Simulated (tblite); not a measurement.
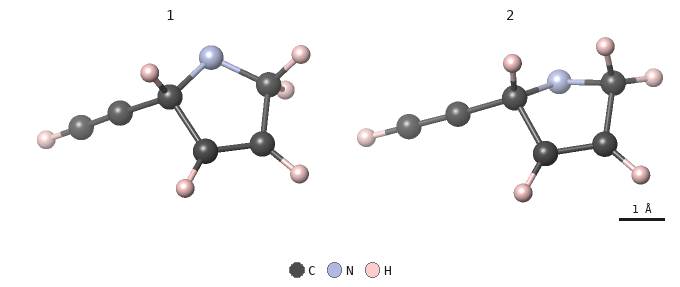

Two geometries of C$_{6}$H$_{6}$N (multiplicity 2), drawn at one scale. One is the start of a relaxation, the other its converged end. The picture is a ball-and-stick view, seen at a tilt.

Method: GFN2-xTB geometry optimisation, gas phase (tblite). 

Q: Which geometry has the lower energy?

A: Structure 1 is the relaxed one. Over 70 geometry steps the energy falls by 92.6 kJ/mol. The largest moves after the best rigid fit, 0.90 Å, are those of N and H atoms. By element the largest moves are H 0.90 Å, N 0.90 Å, C 0.38 Å. Some distances before and after: C–N 1.473 → 1.413 Å, C–C 1.229 → 1.196 Å, C–C 1.430 → 1.460 Å, C–H 1.078 → 1.102 Å. Bond angles that change, for instance: C–N–C 98.0° → 108.2°, H–C–H 114.4° → 105.0°, C–C–N 97.8° → 106.7°.
